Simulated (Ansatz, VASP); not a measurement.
# Cross-check of SiW between VASP and Ansatz, part 2 of 2

Wanted: the spread between two codes on one cell, functional and k mesh. The cell is invented: As first built, before any earlier steps moved the atoms (in the runner's words): it takes the WC structure with some of its atoms replaced by other elements, volume scaled by an estimate. It may not be a known or stable phase. The cell is taken from a series of VASP runs on this material, whose earlier steps may have relaxed, scaled or displaced it; both programs get it as it stands. Valence electrons are named where the data sets of a main pair hold unlike numbers.

VASP 6.6.1 and Ansatz 0.2.0.

So far: The structure; VASP: band structure, HSE06.

## Step 3: Ansatz: band structure, HSE06

Level of this step: Ansatz beside VASP: Kohn-Sham DFT, plane waves, HSE06 (Ansatz).

Ansatz runs on its default PAW (the set named soft_2) files.

The same cell, functional, mesh and smearing now go to Ansatz, which takes its cutoff from its data sets.

Contents of input.yaml:

```yaml
crystal:
  lattice:
    - [3.1462339355, -8.2e-09, 0.0]
    - [-1.5731174854, 2.7247182678, 0.0]
    - [0.0, 0.0, 3.4999919662]
  atoms:
    - { symbol: W, position: [0.0, 0.0, 0.0] }
    - { symbol: Si, position: [0.66666667, 0.33333333, 0.5] }
hamiltonian:
  xc: { exchange: pbe, correlation: pbe, exx: { coeff: 0.25, omega: 0.2 } }
  pseudopotentials: { kind: paw }
kpoints:
  mp_grid: { grid: [5, 5, 4] }
  band_path:
    path:
      - [0.0, 0.0, 0.0]
      - [0.44444, 0.0, 0.0]
      - [0.38889, 0.22222, 0.0]
      - [0.18519, 0.18519, 0.0]
      - [0.0, 0.0, 0.11111]
      - [0.0, 0.0, 0.5]
      - [0.44444, 0.0, 0.5]
      - [0.38889, 0.22222, 0.5]
      - [0.18519, 0.18519, 0.5]
      - [0.5, 0.0, 0.38889]
      - [0.33333, 0.33333, 0.0]
      - [0.33333, 0.33333, 0.5]
    npoints: 1
scf:
  occupations: { method: gaussian, width: 0.02 }
  n_extra_bands: 7
output:
  forces: true
  stress: true
  eigenvalues: true
  write_density: true
  write_potential: true
  elf: true
  volumetric_format: npy
```

Run with:

```console
$ ansatz run input.yaml --threads 4 --pin off --max-ram 9216MiB --backend cpu --events-out ev --progress --plain --runs-dir out
```

Numbers of over 12 decimals in the logs are rounded to 6 here.

What it wrote:

```text
Warning: the atoms were moved onto the symmetric positions of the space group found under crystal.symmetry.tolerance 1.0e-5 (fractional; no operation is sought that the atoms, as they stand in a round, miss by more than twice it, and no atom is moved by as much as it), and the run uses the moved positions. Before a round's move an operation carried an atom to 1.57e-8 Å from where it should land, the largest such dist [...]
Warning: output.stress: scf.convergence.dr2_threshold = 1e-7 eV (the SCF's general default) is looser than the 2e-10 eV advised for a printed stress (1e-10 eV for each atom of the cell: 2). What an SCF threshold leaves in a stress goes as its square root, and in the free energy as the threshold itself, and one threshold admits the most on a small cell: [figures from the program's tests cut] Set scf.convergence.dr2_threshold to 2e-10 eV or tighter. The threshold is an SCF's pass mark: one that does not reach it within its budget of iterations ends unconverged, or closes short of it on a stop that the run arms, and scf.convergence.dr2_threshold's page says what that costs each kind of run
Warning: output.stress: scf.exx.energy_threshold = 1e-6 eV is looser than the 2e-8 eV advised for a stress under a hybrid functional (1e-8 eV for each atom of the cell: 2). Every SCF of the exchange loop can meet its threshold on dr2 while the loop round them stops early: no threshold on dr2 bounds what that leaves in the stress. Set scf.exx.energy_threshold to 2e-8 eV or tighter. The threshold is the loop's pass mark: a loop that does not reach it within its budget of cycles ends unconverged, and scf.exx.energy_threshold's page has the law
scf.n_extra_bands = 7 over 9 filled bands (N_el = 18.0): the run solves 16 bands
Engine: ansatz 0.2.0, aarch64-unknown-linux-gnu
Pseudopotentials: kind: paw
Pseudopotential: W, paw, valence charge 14, recommended cutoff 420 eV (normal), W.paw.azcp
Pseudopotential: Si, paw, valence charge 4, recommended cutoff 420 eV (normal), Si.paw.azcp
Functional definition: unnamed
  parameter a_1 = 0.25
  parameter omega_1 = 0.2/angstrom
  exchange = pbe_x + (-a_1)*pbe_x_sr(omega_1) + a_1*exact_x_sr(omega_1)
  correlation = pbe_c
Crystal: 2 atoms, lattice volume = 30.004 Å³
Basis set: ecut = 420 eV, 563 PW (Γ), exchange–correlation on 48×48×48 points (8 copies of the dense FFT grid, shifted against one another)
Bands: 16, of which v1, the nominal top of the filled ones, is band 9 counted from 1 (8 counted from 0)
Symmetry: 12 space group operations
Space group: P-6m2 (ITA 187), of the structure as read, at distance tolerance 3.1e-5 Å
k-points: 15 of 100 (time reversal used)
Non-local potential: W, projectors of the file, l = 0: 3, l = 1: 2, l = 2: 2, l = 3: 1
Non-local potential: Si, projectors of the file, l = 0: 2, l = 1: 2, l = 2: 2
PAW form: soft (Blöchl's): semilocal exchange-correlation on the pseudo side does not see the compensation charge
PAW frozen core: W, regenerated for the run's functional, and the local potential with it (the file was generated under x = pbe(κ = 0.804, μ = 0.219515), c = pbe(β = 0.066725))
PAW frozen core: Si, regenerated for the run's functional, and the local potential with it (the file was generated under x = pbe(κ = 0.804, μ = 0.219515), c = pbe(β = 0.066725))
PAW one-centre angular grid: W, 590 points (default); XC on 64 Gauss nodes
PAW one-centre angular grid: Si, 110 points (default); XC on 64 Gauss nodes
Initial density: superposition of atomic densities (neutral atoms: chi_scale 0, normalization atom), corrected by the library's trained network
Initial wavefunctions: pseudopotential atomic-orbital guess
Functional: x = pbe(κ = 0.804, μ = 0.219515), c = pbe(β = 0.066725), warm-up for x = pbe(κ = 0.804, μ = 0.219515) + 0.25 (exact − pbe) at short range (hse, ω = 0.2 Å⁻¹), c = pbe(β = 0.066725)
SCF iter   1: F=—  HF=-11020.754535 eV  |F-HF|=—  |Δ(HF+E_count)|=         —  Δρ=1.04e-2  dr2=4.42e-2  ethr=1.77e-3  ⟨swp⟩=7.1  Hψ=1037  notcnv=0
preconditioner: auto → none  [insulator: Δε(μ)=0.071 eV  Ē_g=10.549 eV  σ=0.020 eV  W_gap=0.51  n_scr=8 (ndim 8)  ℏωp=21.4 eV  f_vac=0.000  D(μ)=1.22/eV (n_scr^D=8)]
SCF iter   2: F=—  HF=-11020.744264 eV  |F-HF|=—  |Δ(HF+E_count)|=   1.03e-2  Δρ=3.83e-3  dr2=5.46e-3  ethr=2.45e-4  ⟨swp⟩=2.9  Hψ=506  notcnv=0  defer=5
iter 3 solved again at ethr=1.66e-6 eV; its pass at ethr=3.03e-5 eV (dr2=2.99e-4 eV) is discarded
SCF iter   3: F=—  HF=-11020.743755 eV  |F-HF|=—  |Δ(HF+E_count)|=   5.09e-4  Δρ=1.04e-3  dr2=2.95e-4  ethr=1.66e-6  ⟨swp⟩=2.1  Hψ=936  notcnv=0  defer=2
SCF iter   4: F=—  HF=-11020.743729 eV  |F-HF|=—  |Δ(HF+E_count)|=   2.56e-5  Δρ=3.79e-4  dr2=2.57e-5  ethr=1.64e-6  ⟨swp⟩=2.1  Hψ=382  notcnv=0  defer=2
SCF iter   5: F=—  HF=-11020.743731 eV  |F-HF|=—  |Δ(HF+E_count)|=   2.30e-6  Δρ=9.95e-5  dr2=2.30e-6  ethr=1.43e-7  ⟨swp⟩=2.9  Hψ=403  notcnv=0  defer=2
SCF iter   6: F=—  HF=-11020.743732 eV  |F-HF|=—  |Δ(HF+E_count)|=   3.33e-7  Δρ=2.83e-5  dr2=2.92e-7  ethr=1.28e-8  ⟨swp⟩=2.7  Hψ=393  notcnv=0  defer=1
SCF iter   7: F=-11020.743732 eV  HF=-11020.743732 eV  |F-HF|=5.46e-12  |Δ(HF+E_count)|=   2.91e-8  Δρ=2.20e-6  dr2=6.60e-10  ethr=1.62e-9  ⟨swp⟩=2.7  Hψ=397  notcnv=0  defer=1
SCF 1 converged in 7 iterations: F = -11020.743732 eV  dr2 = 6.60e-10
[...]
preconditioner: auto → none  [insulator: Δε(μ)=0.193 eV  Ē_g=11.900 eV  σ=0.020 eV  W_gap=0.92  n_scr=8 (ndim 8)  ℏωp=21.4 eV  f_vac=0.000  D(μ)=2.78/eV (n_scr^D=28)]
[...]
SCF 3 stopped early in 6 iterations: F = -11022.113859 eV  dr2 = 1.41e-5
  greatest PAW one-centre occupation: 0.998 electrons in one spin orbital (limit 2), on the W atom at site 0 (counted from 0), in its partial waves of l = 0
hybrid outer 2: dexx = +3.867e-4 eV, tail = 9.71e-5 eV, Δε = 5.87e-2 eV (about 1.01e-2 eV left of the loop's levels)
Exchange kernel: α = 0.2500, screened, ω = 0.2000 Å⁻¹, Wigner–Seitz truncation, v(0) = 1100.0977 eV·Å³, q-mesh 5×5×4, nearest image of the exchange supercell L = 14.00 Å, pair-density grid 15×15×18, without the augmentation charges, whose exchange is taken in its separable form by FFT convolution over the k-point mesh (sized by the pseudopotential files, 20×20×24 at the most), smooth part of the exact exchange by density-matrix convolution
Frozen-core exchange: fock
[...]
preconditioner: auto → none  [insulator: Δε(μ)=0.169 eV  Ē_g=11.900 eV  σ=0.020 eV  W_gap=0.78  n_scr=8 (ndim 8)  ℏωp=21.4 eV  f_vac=0.000  D(μ)=2.12/eV (n_scr^D=20)]
[...]
SCF iter   5: F=—  HF=-11022.113892 eV  |F-HF|=—  |Δ(HF+E_count)|=   2.19e-6  Δρ=3.29e-5  dr2=3.51e-7  ethr=1.22e-10  ⟨swp⟩=3.5  Hψ=536  notcnv=0  defer=3
SCF iter   6: F=—  HF=-11022.113892 eV  |F-HF|=—  |Δ(HF+E_count)|=   9.90e-8  Δρ=9.99e-7  dr2=9.69e-8  ethr=1.22e-10  ⟨swp⟩=3.0  Hψ=522  notcnv=0
Mixer restart at iter 6: flushing history
SCF iter   7: F=—  HF=-11022.113892 eV  |F-HF|=—  |Δ(HF+E_count)|=   3.07e-7  Δρ=1.21e-5  dr2=4.53e-8  ethr=1.57e-12  ⟨swp⟩=4.2  Hψ=690  notcnv=0  defer=1
SCF iter   8: F=—  HF=-11022.113892 eV  |F-HF|=—  |Δ(HF+E_count)|=   2.98e-8  Δρ=4.23e-6  dr2=2.84e-9  ethr=1.57e-12  ⟨swp⟩=4.3  Hψ=633  notcnv=0  defer=2
SCF iter   9: F=—  HF=-11022.113892 eV  |F-HF|=—  |Δ(HF+E_count)|=   2.85e-9  Δρ=9.65e-7  dr2=5.21e-10  ethr=1.57e-12  ⟨swp⟩=3.5  Hψ=535  notcnv=0  defer=3
SCF iter  10: F=—  HF=-11022.113892 eV  |F-HF|=—  |Δ(HF+E_count)|=  6.91e-11  Δρ=6.28e-7  dr2=2.25e-10  ethr=1.57e-12  ⟨swp⟩=3.2  Hψ=474  notcnv=0  defer=3
SCF iter  11: F=-11022.113892 eV  HF=-11022.113892 eV  |F-HF|=1.09e-11  |Δ(HF+E_count)|=  8.37e-11  Δρ=1.30e-7  dr2=8.11e-12  ethr=1.21e-12  ⟨swp⟩=2.6  Hψ=395  notcnv=0  defer=3
SCF 4 converged in 11 iterations: F = -11022.113892 eV  dr2 = 8.11e-12
  Residual-converged pass: ⟨swp⟩=4.1  Hψ=606  notcnv=0  max |occ|·‖R‖ = 9.4e-9 eV (tolerance 1.0e-8 eV)  dr2=7.64e-12  dr2_onsite=2.79e-13  max |Δocc| = 4.7e-13
hybrid outer 3: dexx = +1.807e-5 eV, tail = 2.75e-6 eV, Δε = 9.60e-3 eV (about 1.77e-4 eV left of the loop's levels)
Exchange kernel: α = 0.2500, screened, ω = 0.2000 Å⁻¹, Wigner–Seitz truncation, v(0) = 1100.0977 eV·Å³, q-mesh 5×5×4, nearest image of the exchange supercell L = 14.00 Å, pair-density grid 15×15×18, without the augmentation charges, whose exchange is taken in its separable form by FFT convolution over the k-point mesh (sized by the pseudopotential files, 20×20×24 at the most), smooth part of the exact exchange by density-matrix convolution
Frozen-core exchange: fock
SCF iter   1: F=—  HF=-11022.113892 eV  |F-HF|=—  |Δ(HF+E_count)|=         —  Δρ=1.15e-6  dr2=4.98e-10  ethr=7.41e-10  ⟨swp⟩=4.3  Hψ=532  notcnv=0
preconditioner: auto → none  [insulator: Δε(μ)=0.164 eV  Ē_g=11.900 eV  σ=0.020 eV  W_gap=0.76  n_scr=8 (ndim 8)  ℏωp=21.4 eV  f_vac=0.000  D(μ)=1.97/eV (n_scr^D=20)]
SCF iter   2: F=-11022.113892 eV  HF=-11022.113892 eV  |F-HF|=6.37e-11  |Δ(HF+E_count)|=  3.51e-10  Δρ=7.65e-7  dr2=1.31e-10  ethr=1.94e-12  ⟨swp⟩=3.3  Hψ=472  notcnv=0  defer=3
SCF 5 converged in 2 iterations: F = -11022.113892 eV  dr2 = 1.31e-10
  Residual-converged pass: ⟨swp⟩=2.0  Hψ=311  notcnv=0  max |occ|·‖R‖ = 2.2e-6 eV (tolerance 2.4e-6 eV)  dr2=1.31e-10  dr2_onsite=2.83e-12  max |Δocc| = 1.9e-12
hybrid outer 4: dexx = +5.760e-10 eV, tail = 2.73e-10 eV, Δε = 7.81e-5 eV (about 2.35e-5 eV left of the loop's levels), ΔF = 2.78e-17 eV/Å (tail 8.36e-18)
NSCF: frozen V_eff on 12 k-points
hybrid SCF converged: 4 outer / 25 inner (+7 warm-up), last move |dexx| = 5.76e-10 eV, tail = 2.73e-10 eV
Stability not checked: this state was not tested for a lower state beside it, because the functional holds exact exchange (a hybrid, or Hartree-Fock), whose exchange loop this test does not read (fock_operator; see scf.lower_state_search)
Free energy (F): -11022.113892 eV
Frozen-core exchange: fock
Harris-Foulkes:  -11022.113892 eV  (|F-HF|=6.37e-11)
Internal energy: -11022.113498 eV  (E = F + TS)
E sigma→0 (E₀):  -11022.113695 eV
Entropy (-TS):   -0.000393 eV (-0.197 meV/atom)
Fermi energy:    16.610252 eV
--- Per-component energies (eV) ---
  E_band       = -150.791584
  E_kinetic    = 492.615840
  E_local      = -879.191180  (includes V_loc(G=0)·N_el)
  E_nonlocal   = 27.243551
  E_hartree    = 327.493252
  E_xc         = -258.051240
  E_vxc        = -228.774927  (∫ρ·V_xc dr)
  E_exx        = -46.560945  (= α·E_x^exact, valence–valence)
  E_paw        = -9094.796440  (= ΣΔE_a)
  E_vpaw       = -124.549566  (= ΣTr[D̂ρ^β])
  E_aug_tail   = -0.000044  (compensation charges beyond the density's cutoff)
  E_ewald      = -1587.884513
  E_core_change = -2.981779  (= ΣΔE_core)
  E_smearing   = -0.000393  (= −TS)
  E_closure    = 0.000000  (closes the sum)
  Σ components = -11022.113892   (vs F -11022.113892, Δ=0.00e0)
--- Forces (eV/Å), atoms counted from 1 ---
  atom   1  W      0.00000000     0.00000000     0.00000000
  atom   2  Si    -0.00000000     0.00000000     0.00000000
  max |Σ_I F_I| component: 1.16e-17 eV/Å
--- Stress (GPa, compression-positive) ---
       -4.011147       0.000000       0.000000
       -0.000000      -4.011147       0.000000
        0.000000       0.000000      -4.404778
  P = ⅓ Tr σ = -4.1424 GPa (-41.424 kbar)
--- Band table (eV; the first three rows and the last of 15) ---
  k-point 0: bands = [... 5 lower, 11.9847, 14.6458, 14.6458, 16.4363, 17.8486, 17.8486, 24.1885, 24.1885, ... 3 higher]
  k-point 1: bands = [... 5 lower, 10.3958, 14.9994, 14.9994, 16.6204, 16.6204, 16.7616, 24.6217, 24.6217, ... 3 higher]
  k-point 2: bands = [... 5 lower, 7.5844, 15.5007, 15.5007, 15.6435, 15.6435, 17.8211, 23.4618, 23.4618, ... 3 higher]
  k-point 14: bands = [... 5 lower, 10.8243, 11.3413, 13.9045, 14.8118, 18.8241, 21.1324, 21.5795, 22.9842, ... 3 higher]
```

It took 16 s on 4 threads of Arm Neoverse V2, shared host; peak memory 0.62 GiB.

In the SCF lines HF is the Harris–Foulkes energy and dr2 the Hartree energy of the density residual, in eV; the loop may stop once dr2 is under the threshold and the program's other checks hold. Hψ counts applications of the Hamiltonian.

## Step 4: Side by side

Known differences besides the potentials themselves: exact exchange at q = 0 is treated differently, which shows on coarse meshes; VASP keeps PBE cores, Ansatz makes them for the functional; the data sets hold 18 valence electrons in Ansatz (on its default PAW (the set named soft_2) files) and 10 in VASP; the cutoff is 420 eV in Ansatz and 400 eV in VASP; VASP takes a coarser grid for exact exchange (PRECFOCK = Fast). Total energies have different zeros and are not compared.

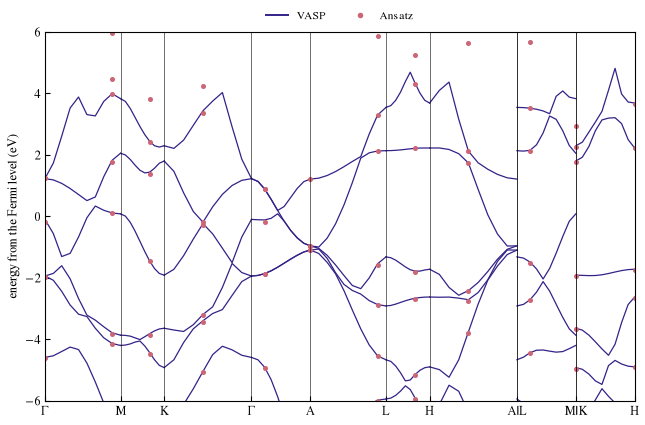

Bands from VASP (lines) and levels from Ansatz (dots). Dots without a line are higher empty bands that the VASP plot leaves out.

Levels from 3 eV below to 2 eV above the Fermi level differ by 30 meV r.m.s. and 71 meV at most; each VASP level is matched to the nearest of Ansatz, which flatters the figure a little.

## Step 5: What came out

| Item | Value |
| --- | --- |
| r.m.s. difference of levels near the Fermi level (band structure, HSE06) | 30 meV |

**Reading.** The r.m.s. difference of levels near the Fermi level is 30 meV (band structure, HSE06), within the 80 meV picked in this series as the mark of a large difference. The data sets hold unlike numbers of valence electrons (18 in Ansatz and 10 in VASP), so part of the differences comes from the potentials. Such differences can come from data sets, numerical settings and the points named under the comparisons, not from the functional's error against experiment.

[Lines on the potential files, build, host, timing and source positions are cut from VASP's logs without a mark.]

[Logs are printed without paths, hosts, clocks, repeated set-up lines and the standing remarks that a program may print on its own settings, such as how far it seeks lower states.]

[Hosts, paths, dates, database ids (printed as entryN), source tags and the programs' standing remarks are cut or masked in the printed files.]
